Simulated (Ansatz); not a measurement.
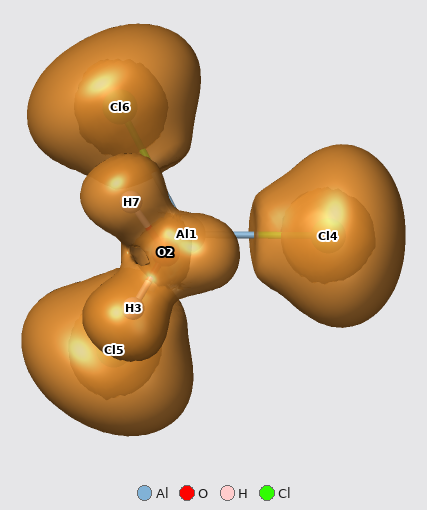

Figure. AlCl$_{3}$H$_{2}$O. Isosurface of the electron localisation function at 0.75 (orange), seen at an oblique angle. Only the valence region is drawn (cores and ρ < 0.01 e/Å³ removed).

Computed with Ansatz, RKS PBE0-D4/6-31G*.

```tsv
atom	x (Å)	y (Å)	z (Å)
Al	0.1511	0.6153	-0.0469
O	0.0317	0.0424	1.8331
H	-0.8059	-0.4106	2.0300
Cl	1.7648	-0.4561	-0.8482
Cl	-1.7919	0.0238	-0.6403
Cl	0.4499	2.6743	0.3429
H	0.1146	0.8011	2.4361
```

Q: What do the ELF domains correspond to?

A: At this value the surface marks out three regions on Cl in which the atom's valence shell and bonds are merged and one joined region spread over several atoms (H, O), in which their bonds and any lone pairs are merged. Profiles from the grid: Al–O (1.97 Å): the ELF peaks at about 0.90 in the valence shell of O, 0.6 Å from its nucleus, and is about 0.45 at the midpoint. Al–Cl (2.10 Å): the ELF peaks at about 0.90 in the valence shell of Cl, 0.9 Å from its nucleus, and is about 0.85 at the midpoint.
